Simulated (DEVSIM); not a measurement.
Device: Au/La2O3/n-Si capacitor, at 250 K.

```csv
layer (left to right),material,thickness (nm),Nd (cm⁻³)
1,La2O3,22.0,-
2,Si,420,3.8e18
```

Metal gate on the left, work function 5.1 eV. Fixed charge at the semiconductor interface -3.7e11 cm⁻² (in units of +e); interface traps 2.3e10 cm⁻² eV⁻¹, uniform in energy, neutral level at 0.5 of the gap above the valence band.

The device is made up for the run: typed textbook-type constants, with dimensions and the other settings drawn at random. Values at 300 K; Nc and Nv go as T^1.5, mobilities as T to minus their exponent, the gap by Varshni's rule with the affinity fixed.

| parameter | La2O3 | Si |
|---|---|---|
| gap (eV) | 5.8 | 1.124 |
| affinity (eV) | 1.8 | 4.05 |
| permittivity | 27 | 11.7 |
| Nc (cm⁻³) | - | 2.86e19 |
| Nv (cm⁻³) | - | 3.1e19 |
| Varshni α (eV/K) | - | 0.000473 |
| Varshni β (K) | - | 636 |

Model (solved in DEVSIM): 1D Poisson equation in equilibrium, Boltzmann statistics, complete ionisation; no quantum confinement or tunnelling. Metal contacts follow the ideal Schottky-Mott rule: no Fermi-level pinning, no interface dipoles.

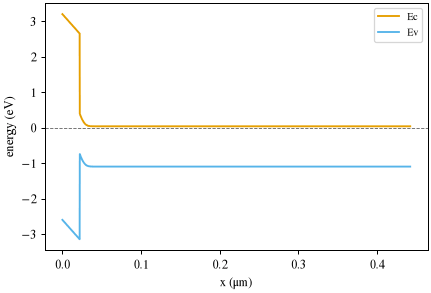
Figure. Band edges at 0.1 V on the gate

Energies count from the Fermi level of the right contact; mesh points crowd at the junctions.

| x (μm) | Ec (eV) | Ev (eV) | n (cm⁻³) | p (cm⁻³) | field (V/cm) |
|---|---|---|---|---|---|
| 0.000 | 3.200 | -2.600 | < 1e2 | < 1e2 | -250000 |
| 0.001083 | 3.173 | -2.627 | < 1e2 | < 1e2 | -250000 |
| 0.003066 | 3.123 | -2.676 | < 1e2 | < 1e2 | -250000 |
| 0.006698 | 3.033 | -2.767 | < 1e2 | < 1e2 | -250000 |
| 0.01475 | 2.832 | -2.968 | < 1e2 | < 1e2 | -250000 |
| 0.01863 | 2.735 | -3.065 | < 1e2 | < 1e2 | -250000 |
| 0.02075 | 2.682 | -3.118 | < 1e2 | < 1e2 | -250000 |
| 0.02212 | 0.393 | -0.743 | 2.6e11 | 24000 | -630000 |
| 0.02337 | 0.320 | -0.817 | 7.9e12 | 820 | -550000 |
| 0.02581 | 0.202 | -0.934 | 1.8e15 | < 1e2 | -410000 |
| 0.03059 | 0.072 | -1.064 | 7.7e17 | < 1e2 | -140000 |
| 0.04508 | 0.038 | -1.099 | 3.8e18 | < 1e2 | -130 |
| 0.06841 | 0.038 | -1.099 | 3.8e18 | < 1e2 | ≈ 0 |
| 0.1142 | 0.038 | -1.099 | 3.8e18 | < 1e2 | ≈ 0 |
| 0.2458 | 0.038 | -1.099 | 3.8e18 | < 1e2 | ≈ 0 |
| 0.3426 | 0.038 | -1.099 | 3.8e18 | < 1e2 | ≈ 0 |
| 0.3919 | 0.038 | -1.099 | 3.8e18 | < 1e2 | ≈ 0 |
| 0.4170 | 0.038 | -1.099 | 3.8e18 | < 1e2 | ≈ 0 |
| 0.4323 | 0.038 | -1.099 | 3.8e18 | < 1e2 | ≈ 0 |
| 0.4376 | 0.038 | -1.099 | 3.8e18 | < 1e2 | ≈ 0 |
| 0.4403 | 0.038 | -1.099 | 3.8e18 | < 1e2 | ≈ 0 |
| 0.4420 | 0.038 | -1.099 | 3.8e18 | < 1e2 | ≈ 0 |
